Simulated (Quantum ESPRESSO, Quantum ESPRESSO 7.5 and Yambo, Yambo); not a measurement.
**BaAlGeH (P3m1): G0W0 with Yambo, start to end**

Wanted: ground state, empty states, screening and self-energy for BaAlGeH (P3m1).

Method: PBEsol and many-body steps on it, plane waves, in Quantum ESPRESSO 7.5 and Yambo 5.3.0.

## (1) Set-up

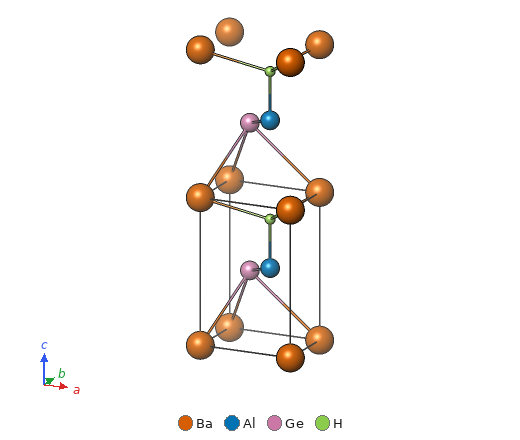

Start, viewed slightly off an axis; barium orange, aluminium blue, germanium pink, hydrogen green. 1×1×2 cells are drawn. Bonds to atoms that aren't drawn are left out. Some periodic images of atoms are drawn too.

The cell and positions come from the Crystallography Open Database and are kept as given unless a step says otherwise.

## (2) Ground state

This step: Quantum ESPRESSO 7.5; DFT, PBEsol with spin-orbit coupling, plane waves, norm-conserving pseudopotentials.

The ground-state density comes first.

Contents of pw.in:

```
&control
  calculation = 'scf'
  prefix = 'x'
  outdir = 'o'
  pseudo_dir = 'pseudo'
/
&system
  ibrav = 0
  nat = 4
  ntyp = 4
  ecutwfc = 70.0
  nbnd = 40
  force_symmorphic = .true.
  noncolin = .true.
  lspinorb = .true.
/
&electrons
  conv_thr = 1e-10
  electron_maxstep = 80
  mixing_beta = 0.5
/
ATOMIC_SPECIES
  Ba 137.33 Ba.upf
  Al 26.982 Al.upf
  Ge 72.63 Ge.upf
  H 1.008 H.upf
CELL_PARAMETERS angstrom
  4.3448400000 -0.0000000000 0.0000000000
  -2.1724200000 3.7627418154 0.0000000000
  0.0000000000 0.0000000000 5.2160600000
ATOMIC_POSITIONS crystal
  Ba 0.0000000000 0.0000000000 0.0000000000
  Al 0.6666666667 0.3333333333 0.5395000000
  Ge 0.3333333333 0.6666666667 0.4551000000
  H 0.6666666667 0.3333333333 0.8703000000
K_POINTS automatic
  6 6 4 0 0 0
```

Command:

```bash
OMP_NUM_THREADS=1 mpirun -n 4 pw.x -nk 4 -in pw.in > pw.out
```

Log:

```text
Program PWSCF v.7.5 starts

     This program is part of the open-source Quantum ESPRESSO suite
     for quantum simulation of materials; please cite
         "P. Giannozzi et al., J. Phys.:Condens. Matter 21 395502 (2009);
         "P. Giannozzi et al., J. Phys.:Condens. Matter 29 465901 (2017);
         "P. Giannozzi et al., J. Chem. Phys. 152 154105 (2020);
     in publications or presentations arising from this work. More details at
     Message from routine setup:
     using ibrav=0 with symmetry is DISCOURAGED, use correct ibrav instead

     G-vector sticks info

     bravais-lattice index     =            0
     lattice parameter (alat)  =       8.2106  a.u.
     unit-cell volume          =     575.4630 (a.u.)^3
     number of atoms/cell      =            4
     number of atomic types    =            4
     number of electrons       =        28.00
     number of Kohn-Sham states=           40
     kinetic-energy cutoff     =      70.0000  Ry
     charge density cutoff     =     280.0000  Ry
     scf convergence threshold =      1.0E-10
     mixing beta               =       0.5000
     number of iterations used =            8  plain     mixing
     Exchange-correlation= PBESOL
                           (   1   4  10   8   0   0   0)
     Non magnetic calculation with spin-orbit

     celldm(1)=   8.210558  celldm(2)=   0.000000  celldm(3)=   0.000000
     celldm(4)=   0.000000  celldm(5)=   0.000000  celldm(6)=   0.000000

     crystal axes: (cart. coord. in units of alat)
               a(1) = (   1.000000  -0.000000   0.000000 )
               a(2) = (  -0.500000   0.866025   0.000000 )
               a(3) = (   0.000000   0.000000   1.200518 )

     reciprocal axes: (cart. coord. in units 2 pi/alat)
               b(1) = (  1.000000  0.577350 -0.000000 )
               b(2) = (  0.000000  1.154701 -0.000000 )
               b(3) = ( -0.000000 -0.000000  0.832974 )
     Pseudo is Norm-conserving + core correction, Zval = 10.0
     Generated using ONCVPSP code by D. R. Hamann
     Using radial grid of 1936 points, 10 beta functions with:
     Pseudo is Norm-conserving + core correction, Zval =  3.0
     Generated using ONCVPSP code by D. R. Hamann
     Using radial grid of 1876 points, 10 beta functions with:
     Pseudo is Norm-conserving + core correction, Zval = 14.0
     Generated using ONCVPSP code by D. R. Hamann
     Using radial grid of 1560 points, 10 beta functions with:
     Pseudo is Norm-conserving, Zval =  1.0
     Generated using ONCVPSP code by D. R. Hamann
     Using radial grid of 1180 points,  4 beta functions with:
     Ba               10.00   137.33000     Ba( 1.00)
     Al                3.00    26.98200     Al( 1.00)
     Ge               14.00    72.63000     Ge( 1.00)
     H                 1.00     1.00800     H ( 1.00)

      6 Sym. Ops. (no inversion) found

   Cartesian axes

     site n.     atom                  positions (alat units)
         1        Ba     tau(   1) = (   0.0000000   0.0000000   0.0000000  )
         2        Al     tau(   2) = (   0.5000000   0.2886751   0.6476796  )
         3        Ge     tau(   3) = (  -0.0000000   0.5773503   0.5463559  )
         4        H      tau(   4) = (   0.5000000   0.2886751   1.0448111  )

     number of k points=    24
                       cart. coord. in units 2pi/alat
        k(    1) = (   0.0000000   0.0000000   0.0000000), wk =   0.0069444
        k(    2) = (   0.0000000   0.0000000   0.2082434), wk =   0.0138889
        k(    3) = (   0.0000000   0.0000000  -0.4164868), wk =   0.0069444
        k(    4) = (   0.0000000   0.1924501   0.0000000), wk =   0.0416667
        k(    5) = (   0.0000000   0.1924501   0.2082434), wk =   0.0416667
        k(    6) = (   0.0000000   0.1924501  -0.4164868), wk =   0.0416667
        k(    7) = (   0.0000000   0.3849002   0.0000000), wk =   0.0416667
        k(    8) = (   0.0000000   0.3849002   0.2082434), wk =   0.0416667
        k(    9) = (   0.0000000   0.3849002  -0.4164868), wk =   0.0416667
        k(   10) = (   0.0000000  -0.5773503   0.0000000), wk =   0.0208333
     [... 12 further rows ...]
        k(   23) = (   0.0000000  -0.3849002   0.2082434), wk =   0.0416667
        k(   24) = (  -0.1666667  -0.4811252   0.2082434), wk =   0.0833333

     Dense  grid:    45473 G-vectors     FFT dimensions: (  45,  45,  54)

     Initial potential from superposition of free atoms

     starting charge      27.9816, renormalised to      28.0000
     Starting wfcs are   38 randomized atomic wfcs +    2 random wfcs

     per-process dynamical memory:   106.9 Mb

     Self-consistent Calculation

     iteration #  1     ecut=    70.00 Ry     beta= 0.50

     Threshold (ethr) on eigenvalues was too large:
     Diagonalizing with lowered threshold

     total energy              =    -240.52944943 Ry
     estimated scf accuracy    <       0.11682636 Ry

     iteration #  2     ecut=    70.00 Ry     beta= 0.50

     total energy              =    -240.53859252 Ry
     estimated scf accuracy    <       0.00856623 Ry

     iteration #  3     ecut=    70.00 Ry     beta= 0.50

     total energy              =    -240.53967742 Ry
     estimated scf accuracy    <       0.00072082 Ry

     iteration #  4     ecut=    70.00 Ry     beta= 0.50

     total energy              =    -240.53973854 Ry
     estimated scf accuracy    <       0.00011912 Ry

     iteration #  5     ecut=    70.00 Ry     beta= 0.50

     total energy              =    -240.53974812 Ry
     estimated scf accuracy    <       0.00000483 Ry

     iteration #  6     ecut=    70.00 Ry     beta= 0.50

     total energy              =    -240.53974870 Ry
     estimated scf accuracy    <       0.00000043 Ry

     iteration #  7     ecut=    70.00 Ry     beta= 0.50

     total energy              =    -240.53974880 Ry
     estimated scf accuracy    <       0.00000003 Ry

     iteration #  8     ecut=    70.00 Ry     beta= 0.50

     total energy              =    -240.53974880 Ry
     estimated scf accuracy    <          4.0E-09 Ry

     iteration #  9     ecut=    70.00 Ry     beta= 0.50

     total energy              =    -240.53974880 Ry
     estimated scf accuracy    <          1.1E-09 Ry

     iteration # 10     ecut=    70.00 Ry     beta= 0.50

     End of self-consistent calculation

          k = 0.0000 0.0000 0.0000 (  5655 PWs)   bands (ev):

   -19.3793 -19.3793 -15.8232 -15.8232 -15.7695 -15.7695 -15.2515 -15.2515
   -15.2010 -15.2010 -15.1828 -15.1828  -5.9588  -5.9588  -4.0380  -4.0380
    -3.7684  -3.7684  -1.3954  -1.3954   3.6091   3.6091   7.0830   7.0830
     7.4061   7.4061   7.4817   7.4817   8.9943   8.9943  11.1338  11.1338
    11.1990  11.1990  12.1947  12.1953  12.1957  12.1961  12.2787  12.2790

          k = 0.0000 0.0000 0.2082 (  5654 PWs)   bands (ev):

   -19.3777 -19.3777 -15.8232 -15.8232 -15.7696 -15.7696 -15.2514 -15.2514
   -15.2012 -15.2012 -15.1829 -15.1829  -5.9963  -5.9963  -4.1639  -4.1639
    -3.7634  -3.7633  -0.9832  -0.9832   3.1341   3.1341   7.4082   7.4082
     7.5779   7.5779   7.6528   7.6563   9.1627   9.1627  10.2458  10.2458
    10.2654  10.2956  11.1515  11.1882  11.2192  11.2192  11.3355  11.3355

          k = 0.0000 0.0000-0.4165 (  5678 PWs)   bands (ev):

   -19.3761 -19.3761 -15.8232 -15.8232 -15.7696 -15.7696 -15.2514 -15.2514
   -15.2013 -15.2013 -15.1829 -15.1829  -6.0351  -6.0351  -4.2644  -4.2644
    -3.7583  -3.7583  -0.5278  -0.5278   2.6198   2.6198   7.7255   7.7255
     7.8772   7.8772   7.8948   7.8948   9.2120   9.2120   9.7953   9.7953
     9.7990   9.7990  10.5031  10.5031  10.5588  10.5588  10.9310  10.9310

          k = 0.0000 0.1925 0.0000 (  5671 PWs)   bands (ev):

     [... further k-points ...]

     highest occupied, lowest unoccupied level (ev):     7.8948    8.6503

!    total energy              =    -240.53974881 Ry
     estimated scf accuracy    <          8.9E-12 Ry

     The total energy is the sum of the following terms:
     one-electron contribution =    -111.42338940 Ry
     hartree contribution      =      70.38065979 Ry
     xc contribution           =     -59.34308152 Ry
     ewald contribution        =    -140.15393767 Ry

     convergence has been achieved in  10 iterations

     XML data file, charge density, pseudopotentials, collected wavefunctions

=------------------------------------------------------------------------------=
   JOB DONE.
=------------------------------------------------------------------------------=
```

The job ended after 65 s (4 MPI ranks of Arm Neoverse V1, shared host; peak memory 0.73 GiB; 4.3 min of CPU time).

This step gave:

```yaml
total_energy: -3272.7100 eV
gap: 0.7555 eV
k_of_the_valence_top: 0, 0, -0.5
k_of_the_conduction_bottom: 0, -0.5, 0
least_direct_gap: 1.293 eV
```

The gap is indirect, with the least direct gap 0.54 eV higher.

## (3) Bands along the symmetry lines

The cheap functional maps the bands first; the places of the edges decide which points the dearer methods must see.

Contents of pw.in:

```
&control
  calculation = 'bands'
  prefix = 'x'
  outdir = 'o'
  pseudo_dir = 'pseudo'
/
&system
  ibrav = 0
  nat = 4
  ntyp = 4
  ecutwfc = 70.0
  nbnd = 40
  force_symmorphic = .true.
  noncolin = .true.
  lspinorb = .true.
/
&electrons
  conv_thr = 1e-9
  electron_maxstep = 80
  diago_full_acc = .true.
  diago_thr_init = 5e-6
/
ATOMIC_SPECIES
  Ba 137.33 Ba.upf
  Al 26.982 Al.upf
  Ge 72.63 Ge.upf
  H 1.008 H.upf
CELL_PARAMETERS angstrom
  4.3448400000 -0.0000000000 0.0000000000
  -2.1724200000 3.7627418154 0.0000000000
  0.0000000000 0.0000000000 5.2160600000
ATOMIC_POSITIONS crystal
  Ba 0.0000000000 0.0000000000 0.0000000000
  Al 0.6666666667 0.3333333333 0.5395000000
  Ge 0.3333333333 0.6666666667 0.4551000000
  H 0.6666666667 0.3333333333 0.8703000000
K_POINTS crystal
  75
  0.00000000 0.00000000 0.00000000 1
  0.06250000 0.00000000 0.00000000 1
  0.12500000 0.00000000 0.00000000 1
  0.18750000 0.00000000 0.00000000 1
  0.25000000 0.00000000 0.00000000 1
  0.31250000 0.00000000 0.00000000 1
  0.37500000 0.00000000 0.00000000 1
  0.43750000 0.00000000 0.00000000 1
  0.50000000 0.00000000 0.00000000 1
  0.47916667 0.04166667 0.00000000 1
  0.45833333 0.08333333 0.00000000 1
  0.43750000 0.12500000 0.00000000 1
  0.41666666 0.16666666 0.00000000 1
  0.39583333 0.20833333 0.00000000 1
  0.37500000 0.25000000 0.00000000 1
  0.35416666 0.29166666 0.00000000 1
  0.33333333 0.33333333 0.00000000 1
  0.29166666 0.29166666 0.00000000 1
  0.25000000 0.25000000 0.00000000 1
  0.20833333 0.20833333 0.00000000 1
  0.16666666 0.16666666 0.00000000 1
  0.12500000 0.12500000 0.00000000 1
  0.08333333 0.08333333 0.00000000 1
  0.04166667 0.04166667 0.00000000 1
  0.00000000 0.00000000 0.00000000 1
  0.00000000 0.00000000 0.06250000 1
  0.00000000 0.00000000 0.12500000 1
  0.00000000 0.00000000 0.18750000 1
  0.00000000 0.00000000 0.25000000 1
  0.00000000 0.00000000 0.31250000 1
  0.00000000 0.00000000 0.37500000 1
  0.00000000 0.00000000 0.43750000 1
  0.00000000 0.00000000 0.50000000 1
  0.06250000 0.00000000 0.50000000 1
  0.12500000 0.00000000 0.50000000 1
  0.18750000 0.00000000 0.50000000 1
  0.25000000 0.00000000 0.50000000 1
  0.31250000 0.00000000 0.50000000 1
  0.37500000 0.00000000 0.50000000 1
  0.43750000 0.00000000 0.50000000 1
  0.50000000 0.00000000 0.50000000 1
  0.47916667 0.04166667 0.50000000 1
  0.45833333 0.08333333 0.50000000 1
  0.43750000 0.12500000 0.50000000 1
  0.41666666 0.16666666 0.50000000 1
  0.39583333 0.20833333 0.50000000 1
  0.37500000 0.25000000 0.50000000 1
  0.35416666 0.29166666 0.50000000 1
  0.33333333 0.33333333 0.50000000 1
  0.29166666 0.29166666 0.50000000 1
  0.25000000 0.25000000 0.50000000 1
  0.20833333 0.20833333 0.50000000 1
  0.16666666 0.16666666 0.50000000 1
  0.12500000 0.12500000 0.50000000 1
  0.08333333 0.08333333 0.50000000 1
  0.04166667 0.04166667 0.50000000 1
  0.00000000 0.00000000 0.50000000 1
  0.50000000 0.00000000 0.50000000 1
  0.50000000 0.00000000 0.43750000 1
  0.50000000 0.00000000 0.37500000 1
  0.50000000 0.00000000 0.31250000 1
  0.50000000 0.00000000 0.25000000 1
  0.50000000 0.00000000 0.18750000 1
  0.50000000 0.00000000 0.12500000 1
  0.50000000 0.00000000 0.06250000 1
  0.50000000 0.00000000 0.00000000 1
  0.33333333 0.33333333 0.50000000 1
  0.33333333 0.33333333 0.43750000 1
  0.33333333 0.33333333 0.37500000 1
  0.33333333 0.33333333 0.31250000 1
  0.33333333 0.33333333 0.25000000 1
  0.33333333 0.33333333 0.18750000 1
  0.33333333 0.33333333 0.12500000 1
  0.33333333 0.33333333 0.06250000 1
  0.33333333 0.33333333 0.00000000 1
```

Log:

```text
[banner, memory and clock lines left out]
Program PWSCF v.7.5 starts

     Atomic positions and unit cell read from directory:
     o/x.save/

     Message from routine setup:
     using ibrav=0 with symmetry is DISCOURAGED, use correct ibrav instead

     G-vector sticks info

     bravais-lattice index     =            0
     lattice parameter (alat)  =       8.2106  a.u.
     unit-cell volume          =     575.4630 (a.u.)^3
     number of atoms/cell      =            4
     number of atomic types    =            4
     number of electrons       =        28.00
     number of Kohn-Sham states=           40
     kinetic-energy cutoff     =      70.0000  Ry
     charge density cutoff     =     280.0000  Ry
     Exchange-correlation= PBESOL
                           (   1   4  10   8   0   0   0)
     Non magnetic calculation with spin-orbit

     celldm(1)=   8.210558  celldm(2)=   0.000000  celldm(3)=   0.000000
     celldm(4)=   0.000000  celldm(5)=   0.000000  celldm(6)=   0.000000

     crystal axes: (cart. coord. in units of alat)
               a(1) = (   1.000000  -0.000000   0.000000 )
               a(2) = (  -0.500000   0.866025   0.000000 )
               a(3) = (   0.000000   0.000000   1.200518 )

     reciprocal axes: (cart. coord. in units 2 pi/alat)
               b(1) = (  1.000000  0.577350 -0.000000 )
               b(2) = (  0.000000  1.154701 -0.000000 )
               b(3) = ( -0.000000 -0.000000  0.832974 )
     Pseudo is Norm-conserving + core correction, Zval = 10.0
     Generated using ONCVPSP code by D. R. Hamann
     Using radial grid of 1936 points, 10 beta functions with:
     Pseudo is Norm-conserving + core correction, Zval =  3.0
     Generated using ONCVPSP code by D. R. Hamann
     Using radial grid of 1876 points, 10 beta functions with:
     Pseudo is Norm-conserving + core correction, Zval = 14.0
     Generated using ONCVPSP code by D. R. Hamann
     Using radial grid of 1560 points, 10 beta functions with:
     Pseudo is Norm-conserving, Zval =  1.0
     Generated using ONCVPSP code by D. R. Hamann
     Using radial grid of 1180 points,  4 beta functions with:
     Ba               10.00   137.33000     Ba( 1.00)
     Al                3.00    26.98200     Al( 1.00)
     Ge               14.00    72.63000     Ge( 1.00)
     H                 1.00     1.00800     H ( 1.00)

      6 Sym. Ops. (no inversion) found

   Cartesian axes

     site n.     atom                  positions (alat units)
         1        Ba     tau(   1) = (   0.0000000   0.0000000   0.0000000  )
         2        Al     tau(   2) = (   0.5000000   0.2886751   0.6476796  )
         3        Ge     tau(   3) = (  -0.0000000   0.5773503   0.5463559  )
         4        H      tau(   4) = (   0.5000000   0.2886751   1.0448111  )

     number of k points=    75
                       cart. coord. in units 2pi/alat
        k(    1) = (   0.0000000   0.0000000   0.0000000), wk =   0.0133333
        k(    2) = (   0.0625000   0.0360844   0.0000000), wk =   0.0133333
        k(    3) = (   0.1250000   0.0721688   0.0000000), wk =   0.0133333
[...]
[... 63 further rows ...]
        k(   74) = (   0.3333333   0.5773503   0.0520608), wk =   0.0133333
        k(   75) = (   0.3333333   0.5773503   0.0000000), wk =   0.0133333

     Dense  grid:    45473 G-vectors     FFT dimensions: (  45,  45,  54)

     The potential is recalculated from file :
     o/x.save/charge-density

     Starting wfcs are   38 randomized atomic wfcs +    2 random wfcs

     Band Structure Calculation

     End of band structure calculation

          k = 0.0000 0.0000 0.0000 (  5655 PWs)   bands (ev):

   -19.3793 -19.3793 -15.8232 -15.8232 -15.7694 -15.7694 -15.2515 -15.2515
   -15.2010 -15.2010 -15.1828 -15.1828  -5.9588  -5.9588  -4.0380  -4.0380
    -3.7684  -3.7684  -1.3954  -1.3954   3.6091   3.6091   7.0830   7.0830
[...]
k = 0.0625 0.0361 0.0000 (  5635 PWs)   bands (ev):

[...]
k = 0.1250 0.0722 0.0000 (  5661 PWs)   bands (ev):

[...]
k = 0.3333 0.5774 0.0521 (  5679 PWs)   bands (ev):

[...]
k = 0.3333 0.5774 0.0000 (  5697 PWs)   bands (ev):

[...]
5.2363   5.2599   7.1355   7.1450   9.1127   9.1493  10.7200  10.7551
    11.8121  11.8265  13.5061  13.6689  13.7361  13.7727  13.9207  13.9727

     XML data file, pseudopotentials, collected wavefunctions
```

It took 68 s on 4 MPI ranks; peak memory 0.45 GiB; 4.5 min of CPU time.

This step gave:

| Property | Result |
| --- | --- |
| gap | 0.7013 eV |
| k of the valence top | 0.0625, 0, 0.5 |
| k of the conduction bottom | 0.5, 0, 0.125 |
| least direct gap | 1.285 eV |

The gap is 0.701 eV, −0.054 eV from the run before at this level.

Electronic bands along the path, in eV, zero at the top of the highest filled band:

```
    point  band 25  band 26  band 27  band 28  band 29  band 30  band 31  band 32
        Γ    -0.51    -0.51    -0.43    -0.43     1.08     1.08     3.22     3.22
        M    -1.15    -1.15    -0.56    -0.56     0.74     0.74     2.32     2.32
        K    -2.68    -2.65    -0.78    -0.77     1.20     1.24     2.81     2.84
        Γ    -0.51    -0.51    -0.43    -0.43     1.08     1.08     3.22     3.22
        A    -0.04    -0.04    -0.02    -0.02     1.30     1.30     1.88     1.88
        L    -1.65    -1.65    -0.84    -0.84     1.62     1.62     3.46     3.46
        H    -2.31    -2.24    -0.57    -0.42     3.09     3.10     3.61     3.65
        A    -0.04    -0.04    -0.02    -0.02     1.30     1.30     1.88     1.88
jump to L    -1.65    -1.65    -0.84    -0.84     1.62     1.62     3.46     3.46
        M    -1.15    -1.15    -0.56    -0.56     0.74     0.74     2.32     2.32
jump to H    -2.31    -2.24    -0.57    -0.42     3.09     3.10     3.61     3.65
        K    -2.68    -2.65    -0.78    -0.77     1.20     1.24     2.81     2.84
```

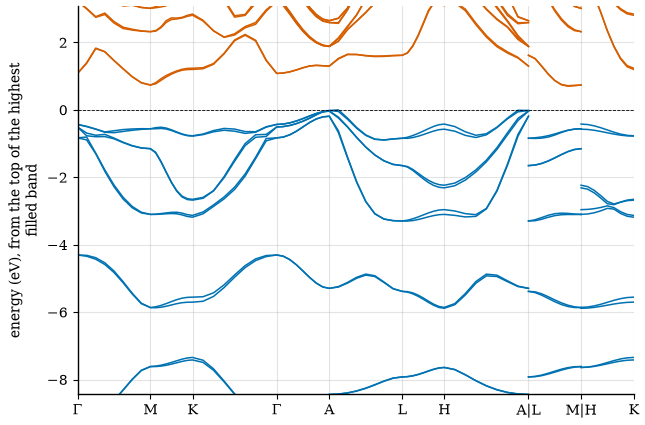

Electronic bands along the path; lines of filled and empty bands in two colours.

(Continued in part 2 of 3.)

[Paths, hosts, dates, memory and timing lines, banners, echoed tables and standing remarks are left out of the program output.]

[Logs are printed without paths, hosts, clocks, repeated set-up lines and the standing remarks that a program may print on its own settings, such as how far it seeks lower states.]

[Runs of the session that timed out or met a known fault of the program may be left out.]

[Hosts, paths, dates, database ids (printed as entryN), source tags and the programs' standing remarks are cut or masked in the printed files.]
